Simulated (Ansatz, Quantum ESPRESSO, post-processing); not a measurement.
# Gate doping of 2H-MoTe2, 1 layer, part 6 of 7

Wanted: induced charge and band edges of 2H-MoTe2, 1 layer beside a charged plate.

Quantum ESPRESSO 7.5; plane-wave DFT, PBE, PseudoDojo fully relativistic norm-conserving pseudopotentials; geometry by Ansatz 0.2.0 with PAW datasets.

So far. Step 14 (Band structure: charge -0.0655 e against a gate): Along this path the valence top lies at K and the conduction bottom at K.

## Step 19: Band structure: charge -0.131 e against a gate

Contents of g3.bands.in:

```
&control
  prefix = 'g3.bands'
  outdir = './out'
  pseudo_dir = './pseudo'
  calculation = 'bands'
  tefield = .true.
  dipfield = .true.
  gate = .true.
/
&system
  ibrav = 0
  nat = 3
  ntyp = 2
  ecutwfc = 72
  ecutrho = 288
  occupations = 'smearing'
  smearing = 'fd'
  degauss = 0.002
  edir = 3
  emaxpos = 0.213032
  eopreg = 0.01
  eamp = 0.0
  zgate = 0.225032
  block = .true.
  block_1 = 0.147435
  block_2 = 0.302629
  block_height = 2.0
  tot_charge = -0.131
  nbnd = 58
  noncolin = .true.
  lspinorb = .true.
/
&electrons
  conv_thr = 1e-07
  mixing_beta = 0.4
  electron_maxstep = 120
  mixing_mode = 'local-TF'
/
ATOMIC_SPECIES
  Te  127.6000  Te.dojo-fr-pbe-0.4-standard.upf
  Mo  95.9500  Mo.dojo-fr-pbe-0.4-standard.upf
CELL_PARAMETERS angstrom
  3.55494921264795 0.00000000000000 -0.00000000000000
  -1.77747460632398 3.07867632731662 0.00000000000000
  -0.00000000000000 -0.00000000000000 25.77410263060000
ATOMIC_POSITIONS crystal
  Te  0.333333333333 0.666666666667 0.429852891555
  Mo  0.000000000000 -0.000000000000 0.499999994385
  Te  0.333333333333 0.666666666667 0.570147114060
K_POINTS crystal_b
4
  0.0000000000 0.0000000000 0.0000000000 14
  0.5000000000 0.0000000000 0.0000000000 14
  0.3333333333 0.3333333333 0.0000000000 14
  0.0000000000 0.0000000000 0.0000000000 1
```

The run is started by

```sh
$ cp -r out/g3.save out/g3.bands.save
$ cp out/g3.xml out/g3.bands.xml
$ OMP_NUM_THREADS=1 mpirun -n 8 pw.x -nk 8 -in g3.bands.in > g3.bands.out
```

The log of the run:

```text
[banner, memory and clock lines left out]
Program PWSCF v.7.5 starts
[citation notice left out]

[...]
Message from routine setup:
[...]
bravais-lattice index     =            0
     lattice parameter (alat)  =       6.7179  a.u.
     unit-cell volume          =    1903.6083 (a.u.)^3
     number of atoms/cell      =            3
     number of atomic types    =            2
     number of electrons       =        46.13
     number of Kohn-Sham states=           58
     kinetic-energy cutoff     =      72.0000  Ry
     charge density cutoff     =     288.0000  Ry
     Exchange-correlation= PBE
                           (   1   4   3   4   0   0   0)
     Non magnetic calculation with spin-orbit

[...]
PseudoPot. # 1 for Te read from file:
     ./pseudo/Te.dojo-fr-pbe-0.4-standard.upf
     Pseudo is Norm-conserving + core correction, Zval = 16.0
     Generated using ONCVPSP code by D. R. Hamann
     Using radial grid of 1324 points, 10 beta functions with:
                l(1) =   0
                l(2) =   0
                l(3) =   1
                l(4) =   1
                l(5) =   1
                l(6) =   1
                l(7) =   2
                l(8) =   2
                l(9) =   2
               l(10) =   2

     PseudoPot. # 2 for Mo read from file:
     ./pseudo/Mo.dojo-fr-pbe-0.4-standard.upf
     Pseudo is Norm-conserving + core correction, Zval = 14.0
     Generated using ONCVPSP code by D. R. Hamann
     Using radial grid of 1640 points, 10 beta functions with:
                l(1) =   0
                l(2) =   0
                l(3) =   1
                l(4) =   1
                l(5) =   1
                l(6) =   1
                l(7) =   2
                l(8) =   2
                l(9) =   2
               l(10) =   2

     atomic species   valence    mass     pseudopotential
     Te               16.00   127.60000     Te( 1.00)
     Mo               14.00    95.95000     Mo( 1.00)

      6 Sym. Ops. (no inversion) found

                                    s                        frac. trans.

      isym =  1     identity

 cryst.   s( 1) = (     1          0          0      )
                  (     0          1          0      )
                  (     0          0          1      )

 cart.    s( 1) = (  1.0000000  0.0000000  0.0000000 )
                  (  0.0000000  1.0000000  0.0000000 )
                  (  0.0000000  0.0000000  1.0000000 )

      isym =  2     120 deg rotation - cryst. axis [0,0,1]

 cryst.   s( 2) = (     0          1          0      )
                  (    -1         -1          0      )
                  (     0          0          1      )

 cart.    s( 2) = ( -0.5000000 -0.8660254  0.0000000 )
                  (  0.8660254 -0.5000000  0.0000000 )
                  (  0.0000000  0.0000000  1.0000000 )

      isym =  3     120 deg rotation - cryst. axis [0,0,-1]

 cryst.   s( 3) = (    -1         -1          0      )
                  (     1          0          0      )
                  (     0          0          1      )

 cart.    s( 3) = ( -0.5000000  0.8660254  0.0000000 )
                  ( -0.8660254 -0.5000000  0.0000000 )
                  (  0.0000000  0.0000000  1.0000000 )

      isym =  4     inv. 180 deg rotation - cart. axis [1,0,0]

 cryst.   s( 4) = (    -1          0          0      )
                  (     1          1          0      )
                  (     0          0          1      )

 cart.    s( 4) = ( -1.0000000 -0.0000000  0.0000000 )
                  (  0.0000000  1.0000000  0.0000000 )
                  (  0.0000000  0.0000000  1.0000000 )

      isym =  5     inv. 180 deg rotation - cryst. axis [0,1,0]

 cryst.   s( 5) = (     1          1          0      )
                  (     0         -1          0      )
                  (     0          0          1      )

 cart.    s( 5) = (  0.5000000  0.8660254  0.0000000 )
                  (  0.8660254 -0.5000000  0.0000000 )
                  (  0.0000000  0.0000000  1.0000000 )

      isym =  6     inv. 180 deg rotation - cryst. axis [1,1,0]

 cryst.   s( 6) = (     0         -1          0      )
                  (    -1          0          0      )
                  (     0          0          1      )

 cart.    s( 6) = (  0.5000000 -0.8660254  0.0000000 )
                  ( -0.8660254 -0.5000000  0.0000000 )
                  (  0.0000000  0.0000000  1.0000000 )

[...]
number of k points=    43  Fermi-Dirac smearing, width (Ry)=  0.0020
[...]
Dense  grid:   156743 G-vectors     FFT dimensions: (  40,  40, 270)

     Dynamical RAM for                 wfc:      34.76 MB

     Dynamical RAM for     wfc (w. buffer):      34.76 MB

     Dynamical RAM for           str. fact:       4.78 MB

     Dynamical RAM for           local pot:       0.00 MB

     Dynamical RAM for          nlocal pot:      30.57 MB

     Dynamical RAM for                qrad:       7.14 MB

     Dynamical RAM for          rho,v,vnew:      68.25 MB

     Dynamical RAM for           G-vectors:      10.16 MB

     Dynamical RAM for          h,s,v(r/c):       0.62 MB

     Dynamical RAM for          <psi|beta>:       0.18 MB

     Dynamical RAM for                 psi:      69.52 MB

     Dynamical RAM for                hpsi:      69.52 MB

     Dynamical RAM for      wfcinit/wfcrot:      52.22 MB

     Adding charged plate to compensate the charge of the system - add_gatefield
     see PRB 89, 245406 (2014), works only for 2D systems perpendicular to z
                                i.e. 3rd lattice vector is (0,0,c)

        prefactor of the potential in [Ha a.u.]:    -0.021060
               position of the gate within cell:     0.22503
         ion-gate + gate-gate contribution to the total energy:   -18.445509
                         gate-gate contribution:     0.022395

        Adding potential to prevent charge spilling into region of the gate
        Potential is linearly increased and decreased within the first/last eopreg of block_size
        block_size =  0.15519 in units of unit cell length
        block_height =  2.00000 in Ry

     The potential is recalculated from file :
     ./out/g3.bands.save/charge-density

     Adding external electric field

     Computed dipole along edir(3) :
        Elec. dipole         -3.2391 Ry au,         -8.2329 Debye
        Ion. dipole          -3.2455 Ry au,         -8.2492 Debye
        Dipole               -0.9725 Ry au,         -2.4719 Debye
        Dipole field         -0.0064 Ry au,

        Potential amp.        0.6191 Ry
        Total length         48.2189 bohr

     Starting wfcs are   56 randomized atomic wfcs +    2 random wfcs

     Band Structure Calculation
     Davidson diagonalization with overlap

     Computing kpt #:     1  of     6 on this pool

     Computing kpt #:     2  of     6 on this pool

     Computing kpt #:     3  of     6 on this pool

     Computing kpt #:     4  of     6 on this pool

     Computing kpt #:     5  of     6 on this pool

     Computing kpt #:     6  of     6 on this pool

     ethr =  2.17E-10,  avg # of iterations = 39.9

     End of band structure calculation

          k = 0.0000 0.0000 0.0000 ( 19553 PWs)   bands (ev):

   -60.1667 -60.1667 -36.9838 -36.9838 -36.9449 -36.9449 -36.8475 -36.8475
   -36.7972 -36.7972 -35.9845 -35.9845 -35.5195 -35.5195 -35.4956 -35.4956
   -35.4699 -35.4699 -35.3864 -35.3864 -35.3511 -35.3511 -35.3208 -35.3208
   -33.5028 -33.5028 -33.4179 -33.4179 -12.1160 -12.1160 -11.1793 -11.1793
    -4.5664  -4.5664  -1.6298  -1.6298  -1.1402  -1.1402  -1.1002  -1.1002
    -0.5813  -0.5813  -0.2717  -0.2717   0.0062   0.0062   3.1216   3.1216
     3.4399   3.4399   3.7633   3.7633   4.0500   4.0500   4.4856   4.4856
     5.0097   5.0097

          k = 0.0357 0.0206 0.0000 ( 19539 PWs)   bands (ev):

   -60.1666 -60.1666 -36.9837 -36.9837 -36.9449 -36.9449 -36.8474 -36.8474
   -36.7972 -36.7971 -35.9859 -35.9846 -35.5211 -35.5181 -35.4954 -35.4954
   -35.4713 -35.4681 -35.3877 -35.3852 -35.3509 -35.3509 -35.3220 -35.3194
   -33.5027 -33.5027 -33.4189 -33.4189 -12.0990 -12.0986 -11.1674 -11.1671
    -4.5483  -4.5466  -1.6522  -1.6494  -1.1664  -1.1653  -1.1081  -1.1071
    -0.5981  -0.5773  -0.2822  -0.2795  -0.0057   0.0215   3.0862   3.0935
     3.3530   3.3860   3.7139   3.7168   3.9470   3.9521   4.5337   4.5723
     5.0305   5.0330

[...]
```

Elapsed: 6.3 min, on 8 MPI ranks of Arm Neoverse N1, shared host; peak memory 2.7 GiB; 51 min of CPU time.

Numbers from this step:

| Property | Result |
| --- | --- |
| valence top, on the run's zero | 0.5840 eV |
| conduction bottom, on the run's zero | 1.550 eV |
| gap by band count | 0.9660 eV |

Band numbers count within the set of bands kept for display. The electronic bands at the labelled points (eV, zero at the Fermi level; # counts the bands kept):

| point | #11 | #12 | #13 | #14 | #15 | #16 | #17 | #18 |
| --- | --- | --- | --- | --- | --- | --- | --- | --- |
| Γ | -1.94 | -1.94 | -1.66 | -1.66 | 1.46 | 1.46 | 1.78 | 1.78 |
| M | -1.95 | -1.95 | -1.52 | -1.52 | 0.21 | 0.21 | 0.52 | 0.52 |
| K | -3.01 | -2.98 | -1.29 | -1.08 | -0.11 | -0.08 | 0.58 | 0.64 |
| Γ | -1.94 | -1.94 | -1.66 | -1.66 | 1.46 | 1.46 | 1.78 | 1.78 |

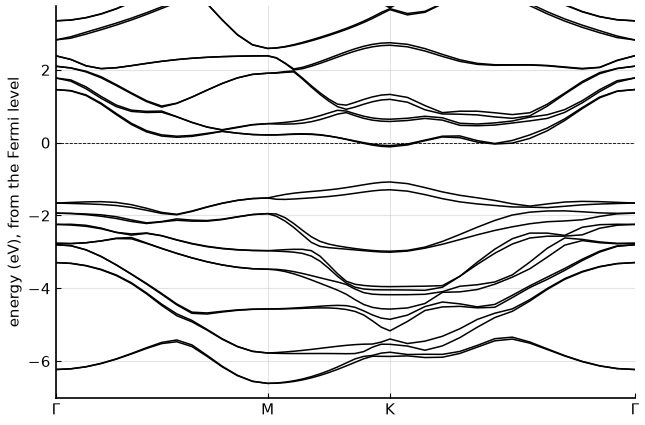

Electronic bands along the path.

An edge by band count lies at the Fermi level or within reach of the smearing, so that band is partly filled.

Along this path the valence top lies at K and the conduction bottom at K.

## Step 20: Induced charge

The planar mean by z:

| z (Å) | planar mean (e/Å³) |
| --- | --- |
| 4 | -1.4e-8 |
| 6 | -2.4e-6 |
| 8 | 4.6e-4 |
| 10 | 0.00673 |
| 12 | -9.0e-4 |
| 14 | 3.7e-6 |
| 16 | 1.9e-5 |
| 18 | 2.9e-6 |
| 20 | 4.8e-8 |

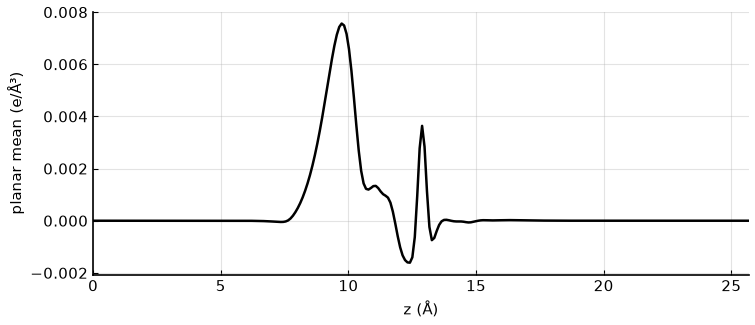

Planar mean against z.

The running integral, electrons below z by z:

| z (Å) | running integral, electrons below z (e/Å²) |
| --- | --- |
| 5.0 | -8.2e-8 |
| 7.5 | -3.4e-5 |
| 10.0 | 0.00874 |
| 12.5 | 0.0112 |
| 15.0 | 0.0119 |
| 17.5 | 0.0120 |
| 20.0 | 0.0120 |
| 22.5 | 0.0120 |
| 25.0 | 0.0120 |

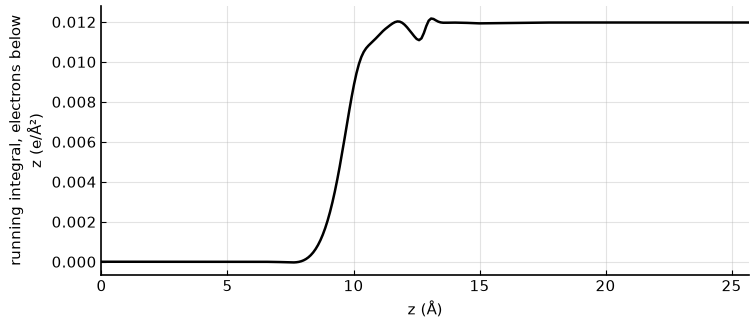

Running integral, electrons below z, plotted against z.

(Part 6 of 7 ends here.)

[Logs are printed without paths, hosts, clocks, repeated set-up lines and the standing remarks that a program may print on its own settings, such as how far it seeks lower states.]

[Hosts, paths, dates, database ids (printed as entryN), source tags and the programs' standing remarks are cut or masked in the printed files.]

[Maps of the electrostatic potential energy from Ansatz leave out the sawtooth potential of an applied field or a dipole correction, so their vacuum need not be flat; planar profiles and work functions include it.]
